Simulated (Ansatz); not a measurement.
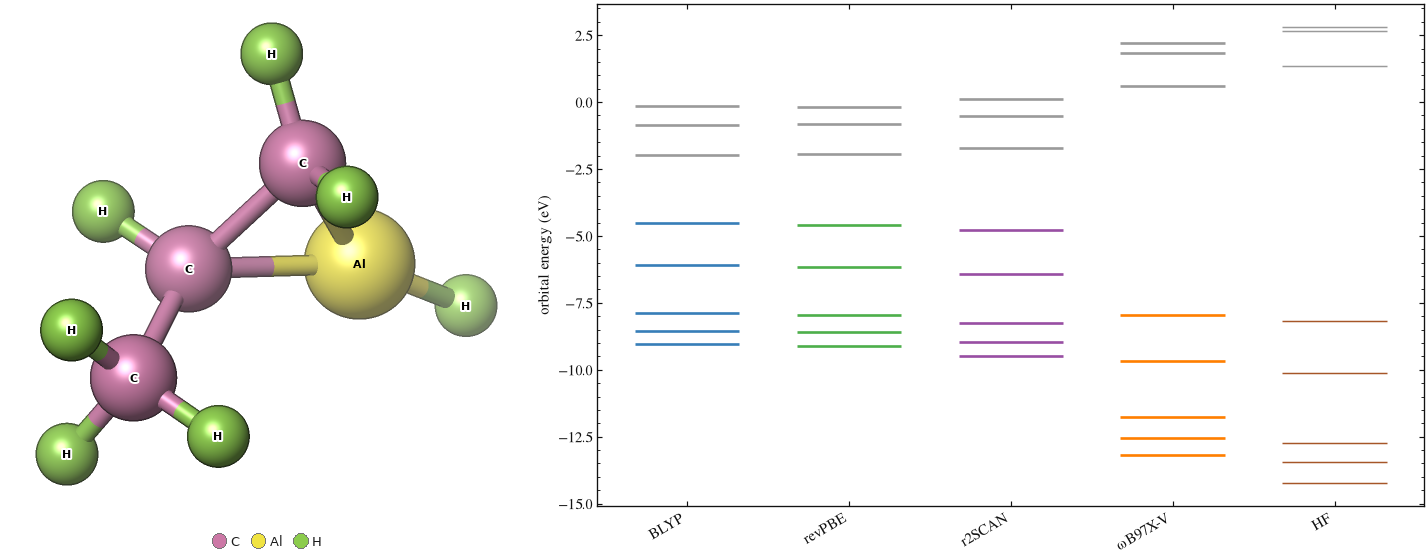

Frontier orbital energies of C₃H₇Al, SMILES C[C@H]1[CH2][AlH]1, singlet at one geometry, def2-TZVPP, the Ansatz code 0.2.0, at a PBE0-D4/def2-TZVP geometry (a minimum by its frequencies). Empty levels are grey, levels within 0.1 eV stand side by side; all columns show the same few orbitals around the gap.

How do the frontier levels move from column to column?

The separation grows from 2.55 eV (BLYP) to 9.54 eV (HF).

```
  level  HOMO (eV)  LUMO (eV)  separation (eV)
   BLYP      −4.51      −1.96             2.55
 revPBE      −4.58      −1.94             2.64
 r2SCAN      −4.80      −1.72             3.07
ωB97X-V      −7.96       0.59             8.55
     HF      −8.18       1.35             9.54
```

Limits of at least one run: empty levels above zero depend strongly on the basis.
